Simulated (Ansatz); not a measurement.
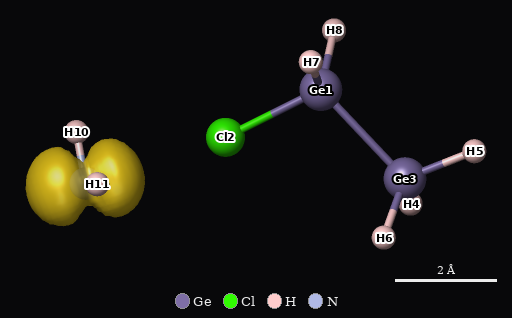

ClGe2H5···NH2 (doublet). Isosurfaces of the spin density at +0.06 (yellow) and −0.06 e/Å³ (cyan), seen across its widest extent.

The calculation used UKS PBE/def2-SVP (Ansatz 0.2.0).

```xyz
11

Ge    0.0490    0.0187    0.0452
Cl    0.3243   -0.5334    2.1761
Ge    2.2979    0.0206   -0.9018
H     2.9167   -1.3938   -0.7806
H     2.2345    0.4272   -2.3999
H     3.1735    1.0402   -0.1307
H    -0.6456    1.4098   -0.0082
H    -0.8820   -1.0608   -0.5742
N     0.1953   -0.2461    5.0940
H    -0.8150   -0.4566    4.9164
H     0.2078    0.7743    4.8476
```

Which atoms carry the spin?

Answer. The unpaired spin (1 electron) lies mostly on N9 (about 0.9), in electrons by Hirshfeld's partition.
